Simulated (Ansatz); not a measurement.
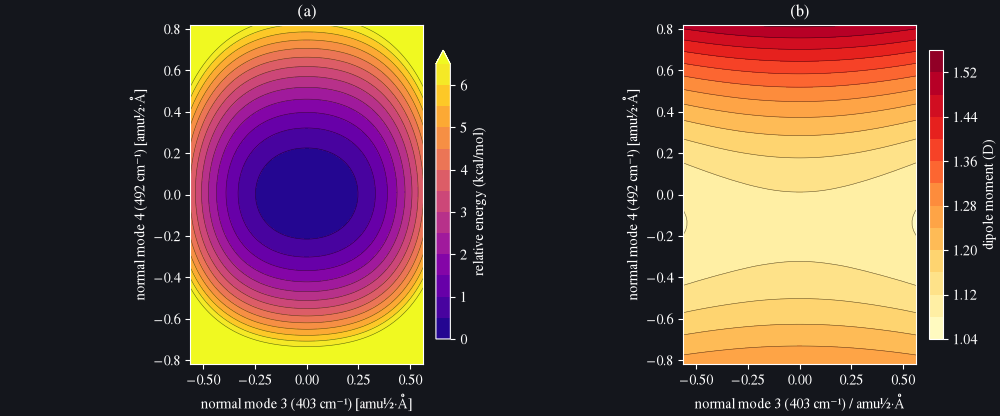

H₂S₂Si, SMILES S[Si]S. 
- First axis: normal mode 3 (403 cm⁻¹). Second axis: normal mode 4 (492 cm⁻¹).
- Nothing is relaxed (straight displacements along the two mass-weighted modes).
- The grid has 11 × 11 points; 66 points were computed and 55 follow by symmetry.
- Points are written as (first, second).
- Energies are in kcal/mol, from the relaxed molecule at the same level.
- Computed with RHF-MP2, frozen core/def2-TZVP (Ansatz).

Panel (a) is the energy; panel (b) is the computed dipole moment, in D.

In the figure: filled contours, one colour for all values above the top of the scale. Between grid points the surface is interpolated.

**How does the dipole moment vary over the map, and what is it at the lowest grid point?**

Leaving out the highest fifth of the energies, it runs from 1.08 D at (−0.563 amu½·Å, −0.164 amu½·Å) to 1.53 D at (0.000 amu½·Å, 0.821 amu½·Å). At the lowest grid point, (0.000 amu½·Å, 0.000 amu½·Å), it is 1.12 D.

```
normal mode 4 (492 cm⁻¹) ↓, normal mode 3 (403 cm⁻¹) →  −0.563  −0.451  −0.338  −0.225  −0.113  0.000  0.113  0.225  0.338  0.451  0.563
                                                 0.821    1.50    1.51    1.52    1.52    1.53   1.53   1.53   1.52   1.52   1.51   1.50
                                                 0.657    1.38    1.39    1.40    1.40    1.41   1.41   1.41   1.40   1.40   1.39   1.38
                                                 0.492    1.27    1.28    1.29    1.30    1.30   1.30   1.30   1.30   1.29   1.28   1.27
                                                 0.328    1.19    1.20    1.21    1.21    1.22   1.22   1.22   1.21   1.21   1.20   1.19
                                                 0.164    1.12    1.13    1.14    1.15    1.15   1.16   1.15   1.15   1.14   1.13   1.12
                                                 0.000    1.09    1.10    1.11    1.11    1.12   1.12   1.12   1.11   1.11   1.10   1.09
                                                −0.164    1.08    1.09    1.10    1.10    1.11   1.11   1.11   1.10   1.10   1.09   1.08
                                                −0.328    1.10    1.10    1.11    1.12    1.12   1.12   1.12   1.12   1.11   1.10   1.10
                                                −0.492    1.13    1.14    1.15    1.15    1.16   1.16   1.16   1.15   1.15   1.14   1.13
                                                −0.657    1.19    1.20    1.20    1.21    1.21   1.21   1.21   1.21   1.20   1.20   1.19
                                                −0.821    1.26    1.27    1.27    1.27    1.28   1.28   1.28   1.27   1.27   1.27   1.26
```
